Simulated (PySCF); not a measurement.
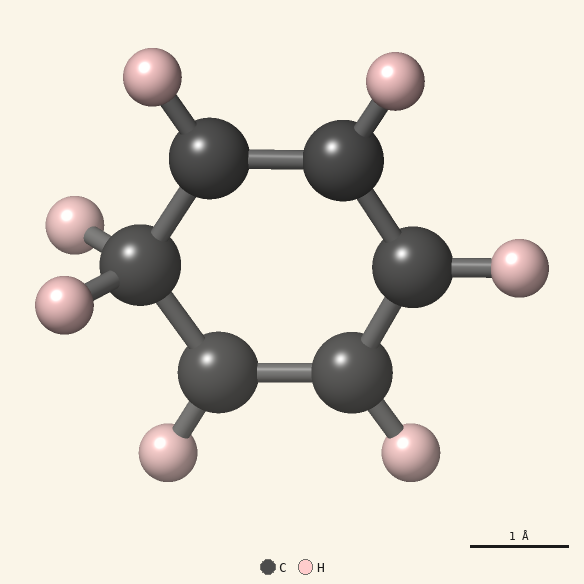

A ball-and-stick model of a molecule.

State: charge +1, singlet. The geometry was computed by an optimisation with PBE0-D3(BJ)/def2-SVP. No frequency run is at hand to confirm it as a minimum.

**Which formula does it have?**

C₆H₇⁺, 13 atoms: 6 carbon and 7 hydrogen.

**How many bonds of each kind are drawn?**

7 C–H, 6 C–C. Sticks follow a distance rule.

More results for the same structure follow; atom numbers are the same in all pictures, views and colours differ.

Shape

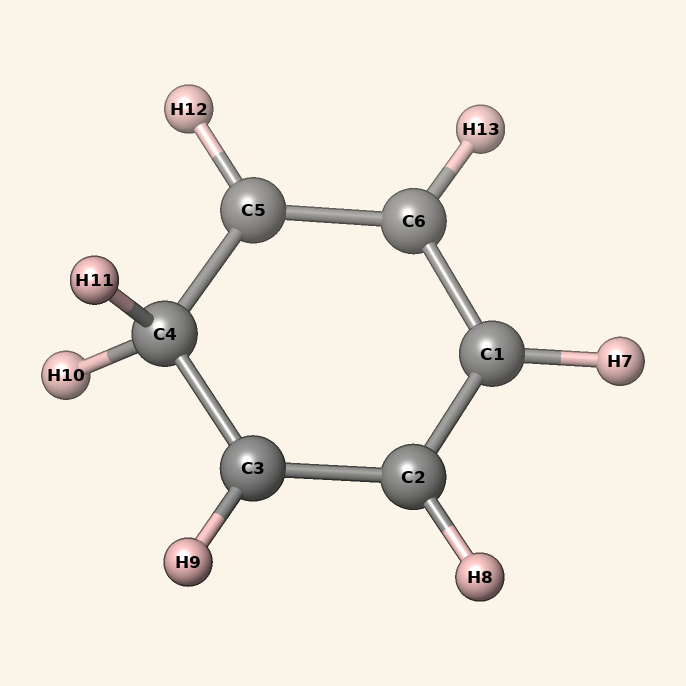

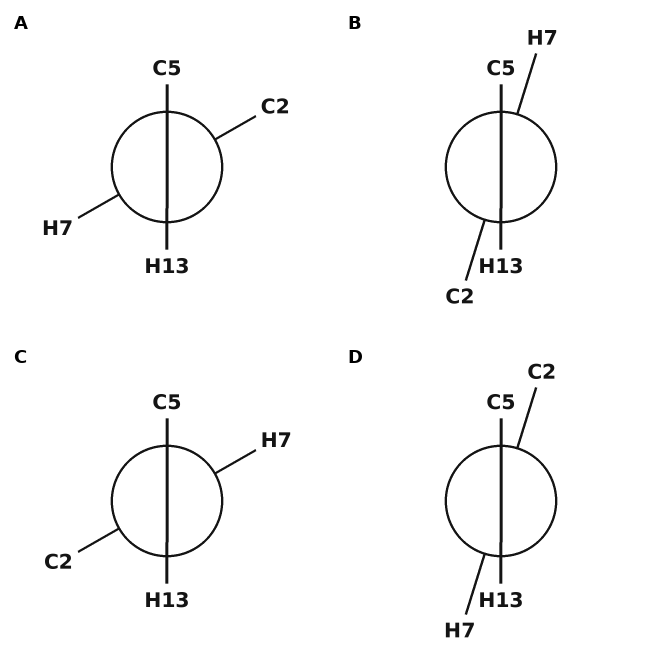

Distant atoms are faded towards the background colour. Bonds that would overlap in a projection are set slightly apart. No frequency run is at hand to confirm it as a minimum.

**Which Newman projection shows the view along C6–C1, with C6 in front?**

D. The torsion angle C5–C6–C1–C2 is 0°, synperiplanar (eclipsed).

Excitation

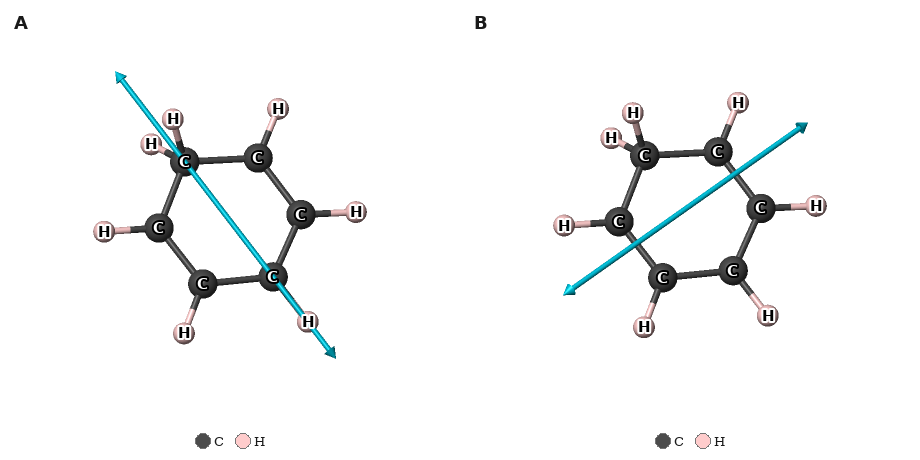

The double arrows show the directions of two transition dipoles from the ground state (lengths mean nothing). No frequency run is at hand to confirm it as a minimum. Method: TDDFT PBE0/6-31+G*, vertical, gas phase, core orbitals frozen in the response (PySCF 2.14.0).

**One belongs to singlet state 1 and one to singlet state 6. Which is which?**

A: state 6, 7.44 eV (167 nm), oscillator strength 0.56, mainly HOMO → LUMO+1 (weight 0.78).
B: state 1, 4.23 eV (293 nm), oscillator strength 0.12, mainly HOMO → LUMO (weight 0.98).

Ring current

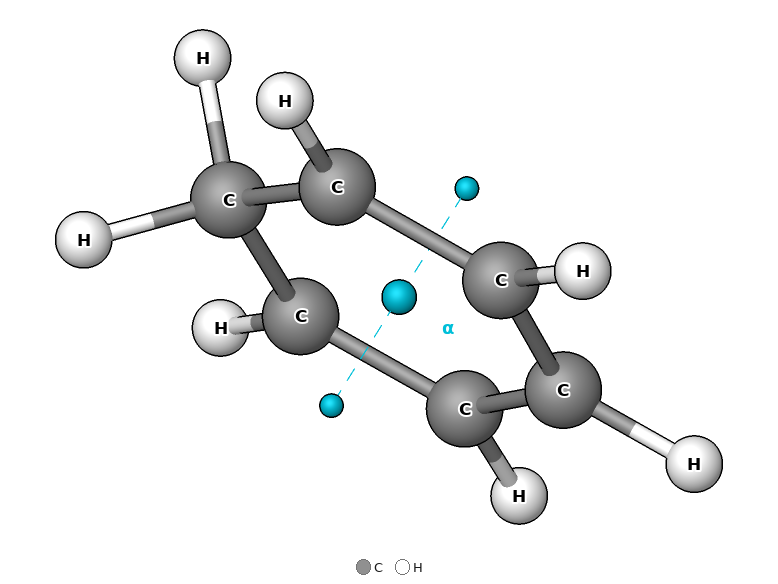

The small points mark where nucleus-independent chemical shifts (NICS) were computed: at the centre of each lettered ring and 1 Å above and below it. No frequency run is at hand to confirm it as a minimum. Properties computed with GIAO PBE0/pcSseg-1 NMR shielding, non-relativistic, gas phase (PySCF 2.14.0).

Give NICS(0), NICS(1) and the out-of-plane component NICS(1)zz for each ring (means of the two sides).

```tsv
ring	members	NICS(0)	NICS(1)	NICS(1)zz
α	C6	−0.5	−6.5	−15.0
```

Values in ppm.

NMR shielding

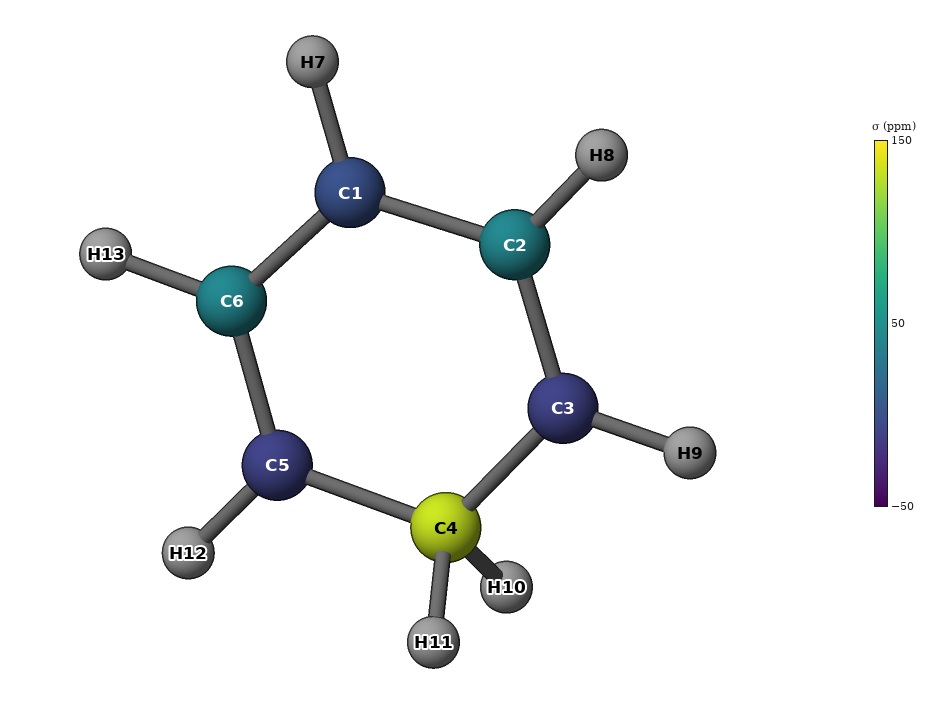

Atoms are coloured by their isotropic NMR shieldings (C only, the others grey). No frequency run is at hand to confirm it as a minimum. Method: GIAO PBE0/pcSseg-1 NMR shielding, non-relativistic, gas phase (PySCF 2.14.0).

Give the isotropic NMR shieldings of the C atoms atom by atom.

```csv
atom,σ (ppm)
C1,0.3
C2,41.8
C3,−10.0
C4,132.5
C5,−10.0
C6,41.8
```
